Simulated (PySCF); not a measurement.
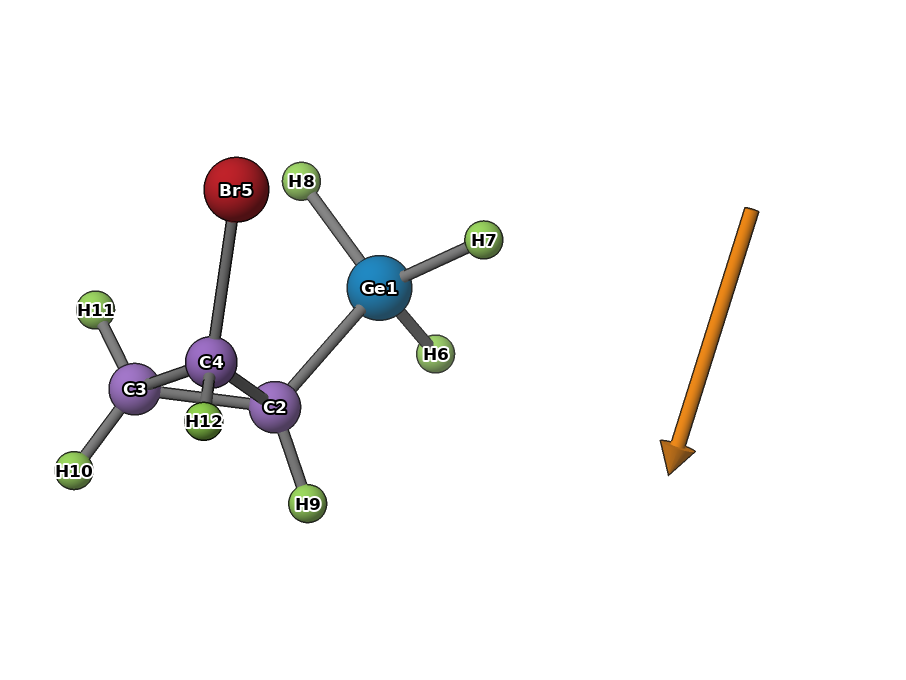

The arrow beside the molecule shows the direction of the dipole moment, from the negative to the positive end (its length means nothing). The geometry was computed by an optimisation with GFN2-xTB. No frequency run is at hand to confirm it as a minimum. Properties computed with B3LYP/pcJ-1 (pcSseg-1 on Br) (pcSseg-1 on Ge), gas phase (PySCF 2.14.0).

Q: Estimate the dipole moment.

A: 1.84 D; it points from the side of Br5, H7 to the side of H10 (the outermost atoms at the two ends).

The geometry is semi-empirical. Around Br, Ge such bond lengths and angles can be off by a tenth of an ångström or more and by several degrees, and values that hang on the shape move with them.
